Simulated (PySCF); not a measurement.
# H$_{2}$P$_{2}$ (phosphanylidenephosphane): what the fields show

The calculation's input:

```
{"job": {"kind": "sp", "xc": "wB97X", "basis": "ma-def2-TZVP", "d3": "d3bj", "grid": 2}, "charge": 0, "multiplicity": 1}
P     -1.020271     0.700081     0.016022
P      1.018494     0.717787     0.005825
H     -1.246900    -0.714719    -0.027598
H      1.269072    -0.692920    -0.040083
```

Command:

```sh
OMP_NUM_THREADS=1 python redox_run.py task.json out
```

Geometry: PBE0-D3(BJ)/ma-def2-SVP.

Method: PySCF 2.14.0, density-fitted response routines, DFT single point, gas phase, functional wB97X.

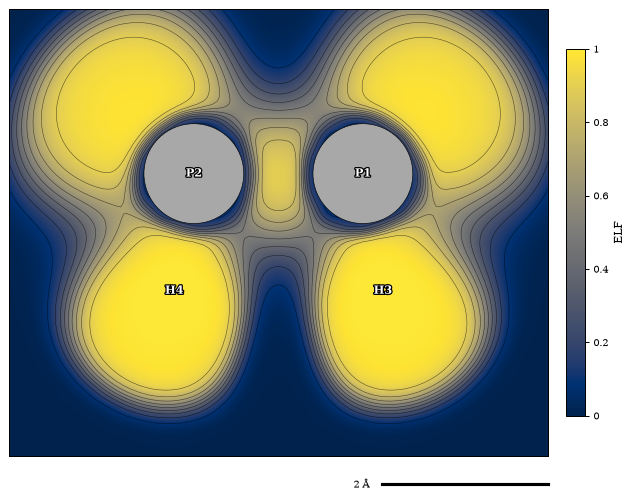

Figure 1. ELF on the molecular plane. Grey discs cover the atomic cores.

Read the bonding off the picture.

- The section cuts through P and H sites.
- P–P (2.04 Å): the ELF peaks at about 0.90 between the atoms (a covalent bond).
- P–H (1.43 Å): the ELF climbs to about 1 towards the hydrogen, as it does in any bond to H.
- The ELF also peaks beside P2 and P1, away from the bonds: lone-pair regions.

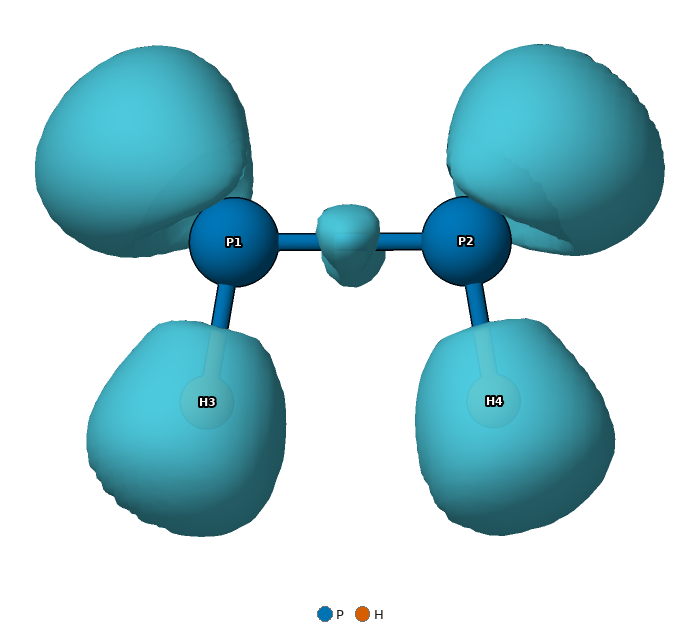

Figure 2. Isosurface of the ELF at 0.85 (cyan), seen across its widest extent. Core shells and regions of very low density are left out.

Describe the localisation domains.

The surface consists of one region between bonded P–P atoms (shared pairs), two regions around hydrogen nuclei and two lobes on P, pointing away from the bonds (lone pairs).

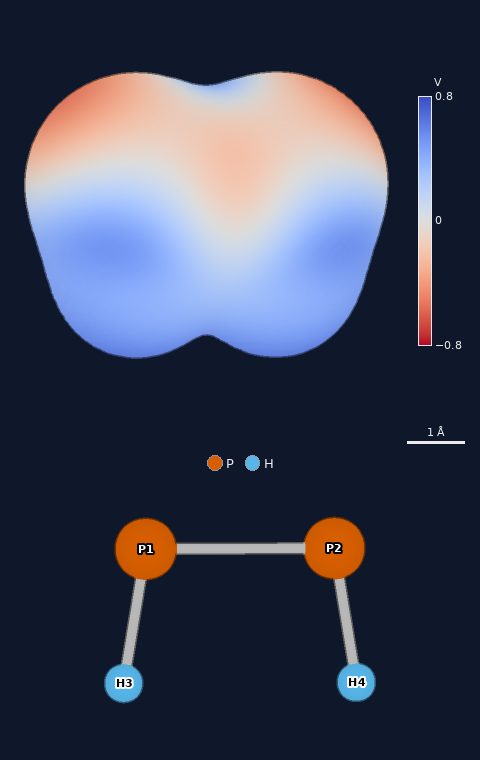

Figure 3. The electrostatic potential painted on the density surface at 0.001 e/bohr³, seen at a tilt; red is negative and blue positive. The bare structure is drawn below in the same view.

Where is the surface potential most negative and most positive?

The most negative region (about −0.5 V, or −12 kcal/mol for a unit charge) lies over P1 and P2, the most positive (about +0.6 V, or +14 kcal/mol for a unit charge) over H3 and H4.
